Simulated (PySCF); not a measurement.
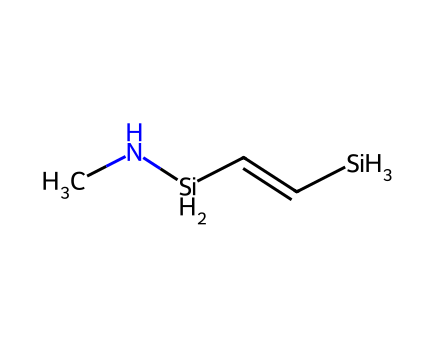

Skeletal drawing of a molecule.

Question: Write the SMILES.

Answer: CN[SiH2]/C=C/[SiH3]

Question: Give the formula, hydrogens included.

Answer: C3H11NSi2.

Question: An optimisation with GFN2-xTB gave a structure of which point group?

Answer: C1. Other conformers may differ.

The parts below concern this one geometry. Atoms keep their numbers from picture to picture. Computed geometry: GFN2-xTB optimisation. No frequency run is at hand to confirm it as a minimum.

**Electronic properties**

No frequency run is at hand to confirm it as a minimum. Method: PBE0/def2-SVPD, gas phase (PySCF 2.14.0). Excitations: vertical, linear response.

Computed properties:

- dipole moment: 1.05 D
- HOMO energy (Kohn–Sham orbital): −6.78 eV
- LUMO energy (Kohn–Sham orbital): −0.86 eV
- HOMO–LUMO gap: 5.92 eV
- mean static polarisability: 102.0 bohr³
- lowest vertical singlet excitation: 4.84 eV
- its oscillator strength: 0.005
- brightest of the 6 lowest singlets: 6.56 eV
- its oscillator strength: 0.48

**NMR shielding**

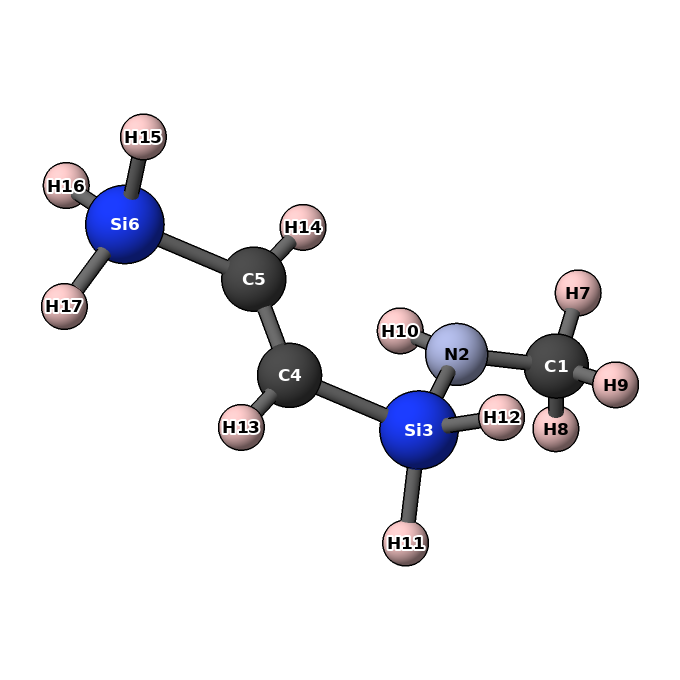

No frequency run is at hand to confirm it as a minimum. Method: GIAO PBE0/pcSseg-1 NMR shielding, non-relativistic, gas phase (PySCF 2.14.0). Principal shieldings σ11 ≤ σ22 ≤ σ33, span Ω = σ33 − σ11, skew κ = 3(σiso − σ22)/Ω.

Give the shielding tensors of the N atoms.

```tsv
atom	σ11	σ22	σ33	σiso	Ω	κ
N2	220.0	248.7	303.3	257.3	83.3	0.31
```

Shieldings and span in ppm.

**Quadrupole coupling**

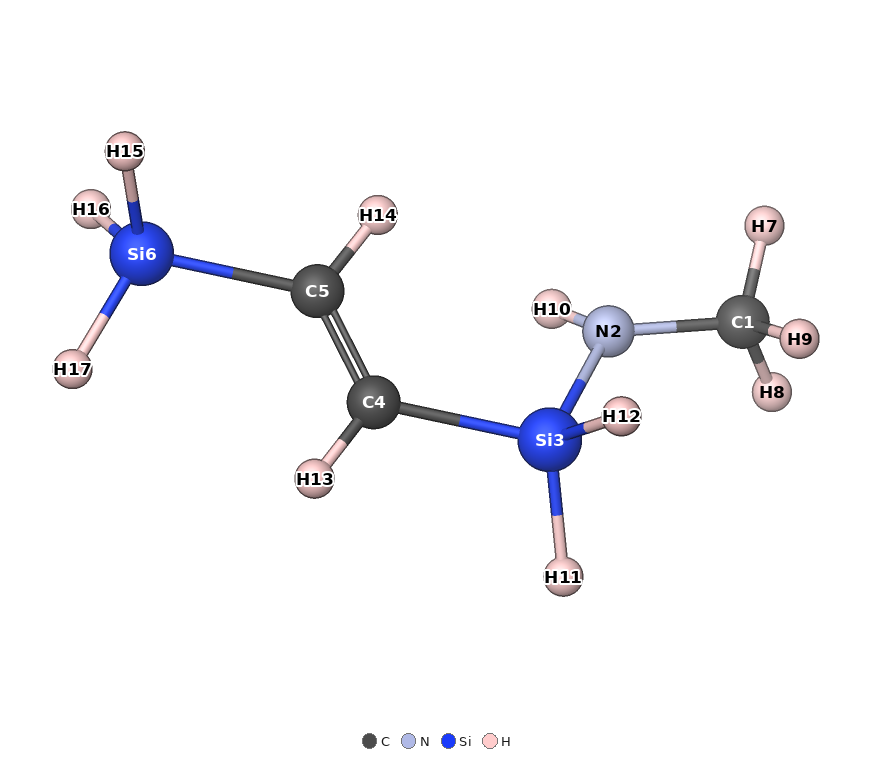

No frequency run is at hand to confirm it as a minimum. Electric field gradients from the ground-state density, PBE0/pcSseg-1 (PySCF 2.14.0), non-relativistic apart from any core potentials.

Give the largest field-gradient component, the quadrupole coupling constant and the asymmetry for 14N at N2 (Q = 20.44 mb), 2H at H7 (Q = 2.86 mb), 2H at H8 (Q = 2.86 mb).

| atom | V_zz (a.u.) | e²qQ/h (MHz) | η |
| --- | --- | --- | --- |
| N2 | −1.048 | −5.03 | 0.36 |
| H7 | 0.303 | 0.203 | 0.05 |
| H8 | 0.294 | 0.198 | 0.05 |

The geometry is semi-empirical. Around Si such bond lengths and angles can be off by a tenth of an ångström or more and by several degrees, and values that hang on the shape move with them.
